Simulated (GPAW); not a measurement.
**MnGa3P4 (GaP16x211 Mn2 nn): parallel and opposed starts**

A self-consistent run ends on one state, which hangs on the start. Several orders of MnGa3P4 (GaP16x211 Mn2 nn) are started in GPAW and their energies compared.

Calculated with GPAW 26.7.0; PBE with U = 4 eV on Mn d; plane waves with GPAW's PAW setups, scalar-relativistic.

**1. Starting point**

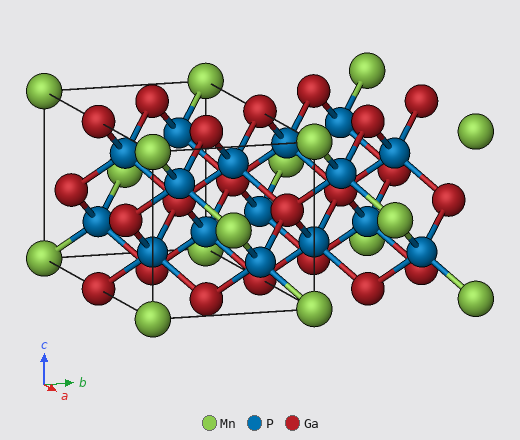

The starting structure, seen slightly off an axis (manganese green, phosphorus blue, gallium red). 1×2×1 cells are drawn. Bonds to atoms that aren't drawn are left out. Some periodic images of atoms are drawn too.

The cell is a made-up one and need not be a known phase.

**2. Order 1, typed as ferro ++**

Parallel moments need no larger cell; this start tests for a ferromagnetic state only. A Hubbard term is added for the open shell, at a value in common use.

order1.py

```python
import json
import numpy as np
from ase import Atoms
from ase.parallel import paropen, parprint
from gpaw import GPAW

atoms = Atoms(['Mn', 'P', 'Mn', 'P', 'Ga', 'P', 'Ga', 'P', 'Ga', 'P', 'Ga', 'P', 'Ga', 'P', 'Ga', 'P'],
    cell=[[10.902, 0.0, 0.0],
         [0.0, 5.451, 0.0],
         [0.0, 0.0, 5.451]],
    scaled_positions=[[0.0, 0.0, 0.0],
         [0.125, 0.25, 0.25],
         [0.0, 0.5, 0.5],
         [0.125, 0.75, 0.75],
         [0.25, 0.0, 0.5],
         [0.375, 0.25, 0.75],
         [0.25, 0.5, 0.0],
         [0.375, 0.75, 0.25],
         [0.5, 0.0, 0.0],
         [0.625, 0.25, 0.25],
         [0.5, 0.5, 0.5],
         [0.625, 0.75, 0.75],
         [0.75, 0.0, 0.5],
         [0.875, 0.25, 0.75],
         [0.75, 0.5, 0.0],
         [0.875, 0.75, 0.25]],
    pbc=True,
    magmoms=[4.5, 0.0, 4.5, 0.0, 0.0, 0.0, 0.0, 0.0, 0.0, 0.0, 0.0, 0.0, 0.0, 0.0, 0.0, 0.0])
atoms.calc = GPAW(mode={'name': 'pw', 'ecut': 450},
    xc='PBE',
    kpts={'size': (3, 5, 5), 'gamma': True},
    occupations={'name': 'fermi-dirac', 'width': 0.05},
    convergence={'density': 1e-05, 'energy': 1e-05},
    maxiter=200,
    mixer={'name': 'pulay', 'beta': 0.05, 'nmaxold': 6, 'weight': 50},
    setups={'Mn': ':d,4.0'},
    symmetry={'tolerance': 1e-4},
    txt='order1.txt')
e = atoms.get_potential_energy(force_consistent=True)
res = {'free_energy': e, 'energy_sigma0': atoms.get_potential_energy(), 'fermi_energy': atoms.calc.get_fermi_level()}
res['moments'] = atoms.get_magnetic_moments().tolist()
res['total'] = atoms.get_magnetic_moment()
parprint('site moments (muB):', np.round(res['moments'], 3))
parprint(f"total moment: {res['total']:.3f} muB")
parprint(f'free energy: {e:.6f} eV')
atoms.calc.write('order1.gpw')
with paropen('results.json', 'w') as f:
    json.dump(res, f)
```

Run with:

```
> OMP_NUM_THREADS=1 mpirun -n 4 gpaw python order1.py > order1.log
```

Numbers of over 12 decimals in the logs are rounded to 6 here.

Log:

```text
site moments (muB): [ 4.125 -0.126  4.125 -0.126  0.02  -0.019  0.02  -0.019 -0.    -0.019
 -0.    -0.019  0.02  -0.126  0.02  -0.126]
total moment: 8.000 muB
free energy: -80.863452 eV

--- order1.txt ---
Input parameters:
  mode=PW(ecut=450),
  convergence={'density': 1e-05, 'energy': 1e-05},
  kpts=MonkhorstPack(size=(3, 5, 5), gamma=True),
  maxiter=200,
  mixer=Pulay(name='pulay', nmaxold=6, beta=0.05, weight=50, sigma=0.015, g_ss=None),
  occupations=Occupations(name='fermi-dirac', width=0.05),
  setups={'Mn': ':d,4.0'},
  symmetry=Symmetry(tolerance=0.0001),
  xc=XC(name='PBE')

Diagonalizing LCAO Hamiltonian
Converting LCAO to pw mode
    .--------------------------.
   /|                          |
  / |  P            P          |
 *  |                          |
 |  |       P            P     |
 |Mn|           Ga             |
 |  |        P             P   |
 |  .P--Ga---------P-Ga--------.
 | /                          /
 |/      Ga            Ga    /
 Mn-----------Ga------------*

Atoms  # Å, Bohr magnetons
|    | symbol |        x |        y |        z |    initial magnetic moments |
|----|--------|----------|----------|----------|-----------------------------|
|  0 |     Mn | 0.000000 | 0.000000 | 0.000000 | ( 0.0000,  0.0000,  4.5000) |
|  1 |      P | 1.362750 | 1.362750 | 1.362750 | ( 0.0000,  0.0000,  0.0000) |
|  2 |     Mn | 0.000000 | 2.725500 | 2.725500 | ( 0.0000,  0.0000,  4.5000) |
|  3 |      P | 1.362750 | 4.088250 | 4.088250 | ( 0.0000,  0.0000,  0.0000) |
|  4 |     Ga | 2.725500 | 0.000000 | 2.725500 | ( 0.0000,  0.0000,  0.0000) |
|  5 |      P | 4.088250 | 1.362750 | 4.088250 | ( 0.0000,  0.0000,  0.0000) |
|  6 |     Ga | 2.725500 | 2.725500 | 0.000000 | ( 0.0000,  0.0000,  0.0000) |
|  7 |      P | 4.088250 | 4.088250 | 1.362750 | ( 0.0000,  0.0000,  0.0000) |
|  8 |     Ga | 5.451000 | 0.000000 | 0.000000 | ( 0.0000,  0.0000,  0.0000) |
|  9 |      P | 6.813750 | 1.362750 | 1.362750 | ( 0.0000,  0.0000,  0.0000) |
| 10 |     Ga | 5.451000 | 2.725500 | 2.725500 | ( 0.0000,  0.0000,  0.0000) |
| 11 |      P | 6.813750 | 4.088250 | 4.088250 | ( 0.0000,  0.0000,  0.0000) |
| 12 |     Ga | 8.176500 | 0.000000 | 2.725500 | ( 0.0000,  0.0000,  0.0000) |
| 13 |      P | 9.539250 | 1.362750 | 4.088250 | ( 0.0000,  0.0000,  0.0000) |
| 14 |     Ga | 8.176500 | 2.725500 | 0.000000 | ( 0.0000,  0.0000,  0.0000) |
| 15 |      P | 9.539250 | 4.088250 | 1.362750 | ( 0.0000,  0.0000,  0.0000) |

Unit cell  # Å
| periodic |         x |        y |        z |   lengths |    angles |
|----------|-----------|----------|----------|-----------|-----------|
|      yes | 10.902000 | 0.000000 | 0.000000 | 10.902000 | 90.000000 |
|      yes |  0.000000 | 5.451000 | 0.000000 |  5.451000 | 90.000000 |
|      yes |  0.000000 | 0.000000 | 5.451000 |  5.451000 | 90.000000 |

Number of symmetries: 8

BZ-sampling:
  Number of BZ points: 75
  Number of IBZ points: 12

  Monkhorst-Pack size: [3, 5, 5]
  Monkhorst-Pack shift: [0, 0, 0]

K-points  # in reciprocal-cell coordinates
|     |                                coordinates |     weight |
|-----|--------------------------------------------|------------|
|   0 | (  0.00000000,   0.00000000,   0.00000000) | 0.01333333 |
|   1 | (  0.00000000,   0.20000000,   0.00000000) | 0.05333333 |
|   2 | (  0.00000000,   0.20000000,   0.20000000) | 0.05333333 |
|   3 | (  0.00000000,   0.40000000,   0.00000000) | 0.05333333 |
|   4 | (  0.00000000,   0.40000000,   0.20000000) | 0.10666667 |
|   5 | (  0.00000000,   0.40000000,   0.40000000) | 0.05333333 |
|   6 | (  0.33333333,   0.00000000,   0.00000000) | 0.02666667 |
|   7 | (  0.33333333,   0.20000000,   0.00000000) | 0.10666667 |
|   8 | (  0.33333333,   0.20000000,   0.20000000) | 0.10666667 |
|   9 | (  0.33333333,   0.40000000,   0.00000000) | 0.10666667 |
| ... |                                            |            |
|  11 | (  0.33333333,   0.40000000,   0.40000000) | 0.10666667 |

Plane wave coefficients: 7047
Cutoff: 450.000000 eV

Spin-components: 2 (collinear spins)
Bands:           63
Projectors:      82
Spin-degeneracy: 1
Datatype:        complex128

Parallelization:
  kpt:    4
  domain: 1
  band:   1

Density:
  Valence electrons: 88.0
  Components: 2
  Grid points: [54 27 27]
  Charge: 0.0  # |e|

Potential:
  Grid points: [54 27 27]

species:
  Mn:
    name:    Manganese
    Z:       25.0
    valence: 15
    core:    10
    charge:  0.0  # [|e|]
    Hubbard: {U: 4.0,  # eV
              l: 2,
              scale: True}
    compensation charges:
      type: gauss
      rc: 0.38  # [Å]
      lmax: 2
    cutoffs:
      filter: 2.14  # [Å]
      core: 0.86  # [Å]
    projectors
    | kind |    occ | energy [eV] | rcut [Å] |
    |------|--------|-------------|----------|
    |   3s |  2.000 |     -85.859 |    1.275 |
    |   4s |  2.000 |      -5.106 |    1.275 |
    |   3p |  6.000 |     -54.597 |    1.281 |
    |   4p |  0.000 |      -1.371 |    1.281 |
    |   3d |  5.000 |      -6.771 |    1.138 |
    |    d |        |      20.441 |    1.138 |

    Using partial waves for Mn as LCAO basis

  P:
    name:    Phosphorus
    Z:       15.0
    valence: 5
    core:    10
    charge:  0.0  # [|e|]
    compensation charges:
      type: gauss
      rc: 0.30  # [Å]
      lmax: 2
    cutoffs:
      filter: 1.69  # [Å]
      core: 1.81  # [Å]
    projectors
    | kind |    occ | energy [eV] | rcut [Å] |
    |------|--------|-------------|----------|
    |   3s |  2.000 |     -13.968 |    0.953 |
    |   3p |  3.000 |      -5.506 |    0.953 |
    |    s |        |      13.244 |    0.953 |
    |    p |        |      21.705 |    0.953 |
    |    d |        |       0.000 |    0.953 |

    Using partial waves for P as LCAO basis

  Ga:
    name:    Gallium
    Z:       31.0
    valence: 3
    core:    28
    charge:  0.0  # [|e|]
    compensation charges:
      type: gauss
      rc: 0.37  # [Å]
      lmax: 2
    cutoffs:
      filter: 2.06  # [Å]
      core: 4.17  # [Å]
    projectors
    | kind |    occ | energy [eV] | rcut [Å] |
    |------|--------|-------------|----------|
    |   4s |  2.000 |      -8.945 |    1.164 |
    |   4p |  1.000 |      -2.580 |    1.164 |
    |    s |        |      18.266 |    1.164 |
    |    p |        |      24.631 |    1.164 |
    |    d |        |       0.000 |    1.164 |

    Using partial waves for Ga as LCAO basis

Reference energy: -454759.514589  # eV

eigensolver:
  PPCG
  Converge bands: occupied
  niter=2

density mixing:
  Pulay-Mixer
  Linear mixing parameters: 0.05
  Old densities: 6
  Fourier metric: weight=50, sigma=0.015

occupation numbers:
  Fermi-Dirac:
    width: 0.0500  # eV

poisson solver:
  ecut: 3600.000000  # eV

xc functional:
  name: PBE with 2 nearest neighbor stencil

convergence criteria:
- Maximum integral of absolute [dens]ity change: 1e-05 electrons / valence electron
- Maximum [total energy] change in last 3 cyles: 1e-05 eV / valence electron
- Maximum integral of absolute [eigenst]ate change: 4e-08 eV^2 / valence electron
maximum number of iterations: 200

SCF iterations
|iter     |      energy | eigst |  dens |  magmom |
|---------|-------------|-------|-------|---------|
|iter:   1|       0s |  -81.818076 | +0.17 |       |  +9.0184|
|iter:   2|       4s |  -81.696161 | -1.23 | -0.90 |  +8.9677|
|iter:   3|       7s |  -80.891614 | -1.45 | -0.94 |  +8.7138|
|iter:   4|      10s |  -80.951159 | -1.28 | -1.12 |  +8.3092|
|iter:   5|      14s |  -80.921208 | -2.28 | -1.44 |  +8.2391|
|iter:   6|      17s |  -80.941712 | -2.79 | -1.53 |  +8.0701|
|iter:   7|      20s |  -80.853800 | -2.19 | -1.69 |  +8.0351|
|iter:   8|      23s |  -80.851136 | -2.95 | -2.17 |  +8.0361|
|iter:   9|      27s |  -80.853008 | -3.89 | -2.30 |  +8.0086|
|iter:  10|      30s |  -80.853383 | -4.19 | -2.46 |  +8.0058|
|iter:  11|      33s |  -80.853477c| -5.00 | -2.70 |  +8.0040|
|iter:  12|      37s |  -80.854043c| -4.58 | -2.76 |  +8.0001|
|iter:  13|      40s |  -80.854076c| -5.63 | -3.07 |  +7.9991|
|iter:  14|      43s |  -80.854097c| -6.64 | -3.15 |  +7.9990|
|iter:  15|      47s |  -80.854180c| -5.70 | -3.18 |  +8.0003|
|iter:  16|      50s |  -80.854186c| -6.86 | -3.48 |  +8.0003|
|iter:  17|      53s |  -80.854202c| -6.69 | -3.52 |  +8.0004|
|iter:  18|      57s |  -80.854214c| -6.66 | -3.63 |  +8.0004|
|iter:  19|      58s |  -80.854214c| -7.80c| -3.76 |  +8.0004|
|iter:  20|      62s |  -80.854221c| -7.04 | -3.76 |  +8.0005|
|iter:  21|      65s |  -80.854223c| -7.35 | -3.91 |  +8.0005|
|iter:  22|      68s |  -80.854225c| -7.35 | -4.01 |  +8.0004|
|iter:  23|      70s |  -80.854225c| -8.13c| -4.22 |  +8.0004|
|iter:  24|      71s |  -80.854225c| -8.11c| -4.27 |  +8.0003|
|iter:  25|      73s |  -80.854225c| -8.29c| -4.29 |  +8.0003|
|iter:  26|      75s |  -80.854226c| -7.99c| -4.33 |  +8.0003|
|iter:  27|      78s |  -80.854226c| -7.51c| -4.47 |  +8.0002|
|iter:  28|      80s |  -80.854226c| -8.34c| -5.00 |  +8.0002|
|iter:  29|      81s |  -80.854226c| -8.49c| -5.26c|  +8.0002|

Converged in 29 steps
Energy contributions relative to reference atoms: (reference = -454759.514589)

Energy contributions:
  Kinetic:         202.621253
  Coulomb:        -177.193249
  Zero:              0.271082
  External:          0.000000
  Xc:             -106.544087
  Entropy:          -0.018451
  Spinorbit:         0.000000
  ----------------------------
  Free energy:     -80.863452
  Extrapolated:    -80.854226

dipole moment: (-48.786593, -53.869895, -53.869895)  # |e|*Ang

Total magnetic moment: (0.000000, 0.000000, 8.000221)

Local magnetic moments
|        x |        y |         z |
|----------|----------|-----------|
| 0.000000 | 0.000000 |  4.125335 |  # Mn   0
| 0.000000 | 0.000000 | -0.126152 |  # P    1
| 0.000000 | 0.000000 |  4.125337 |  # Mn   2
| 0.000000 | 0.000000 | -0.126152 |  # P    3
| 0.000000 | 0.000000 |  0.020031 |  # Ga   4
| 0.000000 | 0.000000 | -0.019219 |  # P    5
| 0.000000 | 0.000000 |  0.020031 |  # Ga   6
| 0.000000 | 0.000000 | -0.019219 |  # P    7
| 0.000000 | 0.000000 | -0.000433 |  # Ga   8
| 0.000000 | 0.000000 | -0.019219 |  # P    9
| 0.000000 | 0.000000 | -0.000433 |  # Ga  10
| 0.000000 | 0.000000 | -0.019219 |  # P   11
| 0.000000 | 0.000000 |  0.020031 |  # Ga  12
| 0.000000 | 0.000000 | -0.126152 |  # P   13
| 0.000000 | 0.000000 |  0.020031 |  # Ga  14
| 0.000000 | 0.000000 | -0.126152 |  # P   15

Fermi level: 4.799
Eigenvalues  # (at kpt = [0.000, 0.000, 0.000])
| band index |      eig [eV] | occ [0-1] |      eig [eV] | occ [0-1] |
|------------|---------------|-----------|---------------|-----------|
|          0 |       -76.391 |     1.000 |       -71.780 |     1.000 |
|        ... |               |           |               |           |
|         36 |         2.269 |     1.000 |         3.634 |     1.000 |
|         37 |         2.308 |     1.000 |         4.294 |     1.000 |
|         38 |         2.408 |     1.000 |         4.443 |     0.999 |
|         39 |         2.408 |     1.000 |         4.443 |     0.999 |
|         40 |         2.895 |     1.000 |         5.997 |     0.000 |
|         41 |         2.895 |     1.000 |         6.199 |     0.000 |
|         42 |         3.405 |     1.000 |         6.199 |     0.000 |
|         43 |         3.405 |     1.000 |         6.244 |     0.000 |
|         44 |         3.418 |     1.000 |         6.525 |     0.000 |
|         45 |         3.913 |     1.000 |         6.968 |     0.000 |
|         46 |         3.913 |     1.000 |         7.275 |     0.000 |
|         47 |         5.657 |     0.000 |         7.502 |     0.000 |
|         48 |         5.940 |     0.000 |         7.871 |     0.000 |
|         49 |         5.940 |     0.000 |         7.994 |     0.000 |
|         50 |         6.798 |     0.000 |         8.060 |     0.000 |
|        ... |               |           |               |           |
|         62 |         9.866 |     0.000 |         9.811 |     0.000 |

No gap
No difference between direct/indirect transitions
```

The job ended after 89 s (4 MPI ranks of INTEL XEON PLATINUM 8581C at 2.30GHz (Emerald Rapids), shared host; peak memory 1.3 GiB).

Spin moment in the augmentation sphere by atom:

| atom | spin moment in the augmentation sphere (μB) |
| --- | --- |
| Mn1 | 4.13 |
| P2 | -0.13 |
| Mn3 | 4.13 |
| P4 | -0.13 |
| Ga5 | 0.02 |
| P6 | -0.02 |
| Ga7 | 0.02 |
| P8 | -0.02 |
| Ga9 | 0.00 |
| P10 | -0.02 |
| Ga11 | 0.00 |
| P12 | -0.02 |
| Ga13 | 0.02 |
| P14 | -0.13 |
| Ga15 | 0.02 |
| P16 | -0.13 |

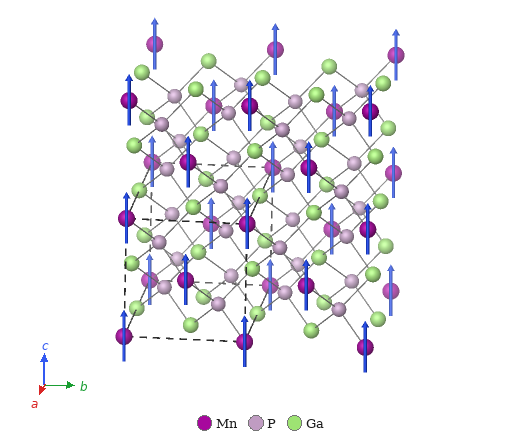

Spin moment in the augmentation sphere as arrows, the longest 4.13 μB. Up and down stand for the sign. Arrows give size and sign along the axis of quantisation, drawn up and down the page. Bonds to atoms that aren't drawn are left out. 1×2×2 cells are drawn. Some periodic images of atoms are drawn too.

Read from the output:

| Quantity | Value |
| --- | --- |
| magnetization | 8.000 μB |
| final state | ferromagnetic |

After 29 cycles the largest moment stands at 4.13 μB.

(Continued in part 2 of 2.)

[Logs and program files are shortened in this print: banners, set-up blocks, solver, clock and traceback lines can be left out without a mark of their own.]

[Logs are printed without paths, hosts, clocks, repeated set-up lines and the standing remarks that a program may print on its own settings, such as how far it seeks lower states.]

[Hosts, paths, dates, database ids (printed as entryN), source tags and the programs' standing remarks are cut or masked in the printed files.]

[Where a cell is said to come from a database of computed structures, the database is the Materials Project.]
